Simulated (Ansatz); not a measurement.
## Electronic structure of CHF3Ge in real space

Input file:

```
crystal:
  periodic: [false, false, false]
  atoms:
    - {symbol: C, position_ang: [-3.318807, 1.128296, 1.526219]}
    - {symbol: F, position_ang: [-1.054990, -0.147301, 2.584270]}
    - {symbol: F, position_ang: [-3.875517, 0.105036, 2.213384]}
    - {symbol: F, position_ang: [-3.311649, 2.253189, 2.344672]}
    - {symbol: Ge, position_ang: [-1.274260, 0.978723, 1.250220]}
    - {symbol: H, position_ang: [-3.963764, 1.360681, 0.657578]}
basis:
  gaussian: {orbitals: def2-TZVPD}
hamiltonian: {xc: pbe0}
output: {forces: true, orbitals: {seedname: orbitals}}
```

Run with:

```sh
ansatz run input.yaml --threads 1 --pin off --max-ram 2610MiB --events-out events.jsonl --progress --plain --runs-dir runs
```

Geometry: B3LYP-D3(BJ)/def2-SVP.

These are results of Ansatz 0.2.0, isolated molecule in a Gaussian basis; Kohn-Sham density functional theory, functional PBE0, not measurements.

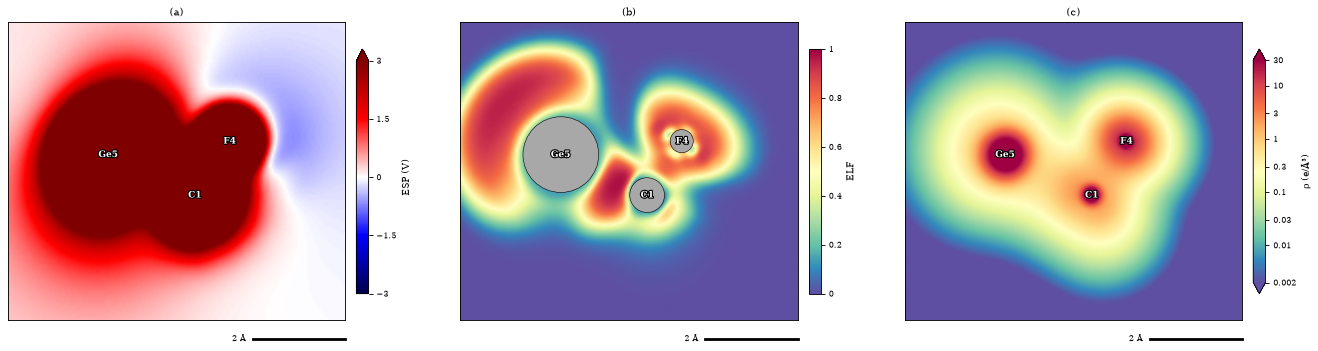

Figure 1. (a) electrostatic potential; (b) electron localisation function; (c) total electron density on the plane of atoms F4, C1 and Ge5. Grey discs cover the atomic cores in the ELF map.

### What do the fields say about this system?

- The plane passes through C, F and Ge nuclei.
- C–Ge (2.07 Å): ρ at the midpoint is about 0.79 e/Å³; the ELF peaks at about 1 in the valence shell of C, 0.7 Å from its nucleus, and is about 0.80 at the midpoint.
- The ELF also peaks beside F4, away from the bonds: lone-pair regions.
- Outside the dense part of the molecule the potential is most negative (−0.7 V) near F4.

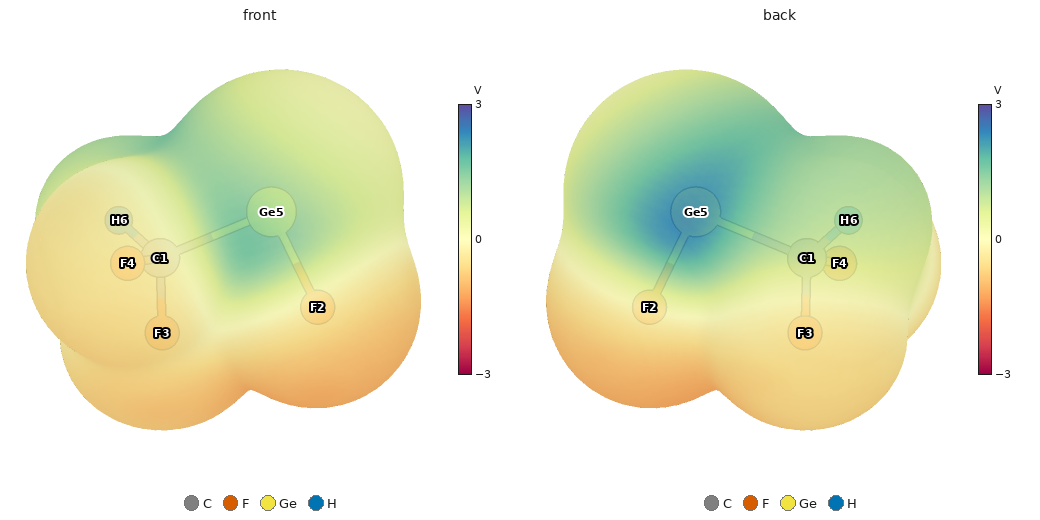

Figure 2. The molecular electrostatic potential painted on the density surface at 0.001 e/bohr³, seen from the front and from behind; the colour scale runs from red (negative) to blue (positive).

### Describe the electrostatic potential map.

The most negative region (about −1.2 V, or −28 kcal/mol for a unit charge) lies over F2 and F3, the most positive (about +2.4 V, or +55 kcal/mol for a unit charge) over Ge5.

### How polar is the molecule by this calculation?

Its dipole moment is 3.21 D.

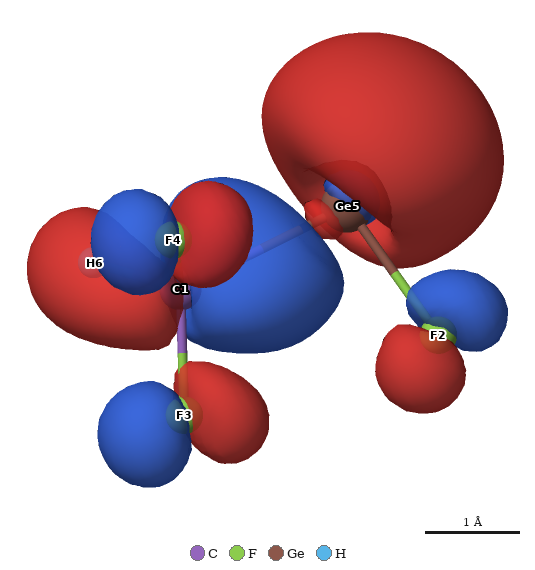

Figure 3. The HOMO at ±0.1 Å⁻³ᐟ² (blue and red are the two phases), seen across its widest extent.

### What is the character of this orbital?

By Hirshfeld shares it lies mainly on Ge5 (about 50 %), C1 (about 25 %), F3 (about 10 %) and F4 (about 5 %). Its energy is −7.32 eV.
